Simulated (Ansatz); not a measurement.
One crystal and one scan (energy against volume) at two levels, PBE (plane waves to 420 eV, PAW, scalar-relativistic; Ansatz, a first-principles code) and PBEsol (plane waves to 420 eV, PAW, scalar-relativistic; Ansatz), each from its own relaxed cell and on its own mesh. The cell shown is that of PBE.

NbSi$_{2}$ (CrSi2 type, space group P6_222)

```
NbSi2
1.0
    4.81046     0.00000     0.00000
   -2.40523     4.16598     0.00000
    0.00000     0.00000     6.61846
Nb Si
3 6
Direct
  0.50000   0.00000   0.00000
  0.50000   0.50000   0.33333
  0.00000   0.50000   0.66667
  0.15931   0.31861   0.00000
  0.84069   0.15931   0.33333
  0.68139   0.84069   0.66667
  0.84069   0.68139   0.00000
  0.15931   0.84069   0.33333
  0.31861   0.15931   0.66667
```

Equation-of-state scan: isotropic scaling of the cell above, V₀ being its volume. The atoms relax within the cell's symmetry.

E stands for the smeared free energy. NbSi2 is run without spin polarisation. NbSi2 was relaxed with its symmetry unable to fall. With the shape held, the modulus is that of even scaling; a crystal free to change shape is softer. Percentages come from the unrounded values.

```tsv
quantity	PBE	PBEsol	PBE − PBEsol
Lattice constant a (Å)	4.810	4.767	+0.043 (+0.9 %)
Lattice constant c (Å)	6.618	6.576	+0.042 (+0.6 %)
Relaxed volume (Å³/atom)	14.74	14.38	+0.36 (+2.5 %)
Bulk modulus at fixed cell shape B₀ (third-order Birch-Murnaghan fit) (GPa)	175.2	188.0	-12.8 (-6.8 %)
Pressure derivative B₀′ (fit)	4.3	4.3	0.0
```

PBE gives the higher value for: lattice constant a; lattice constant c; relaxed volume. PBE gives the lower value for: bulk modulus at fixed cell shape B₀. They agree on: pressure derivative B₀′ (within 1.5 %). Neither level is exact: the differences show how much the result hangs on the functional.

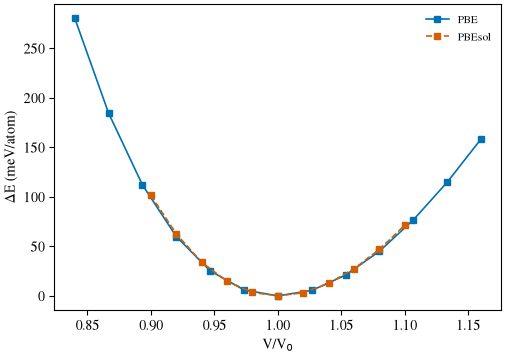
Figure. ΔE, each from the relaxed starting cell of its own level.

(Under strain, the slope of the energy per volume gives the stress and its curvature an elastic modulus.)
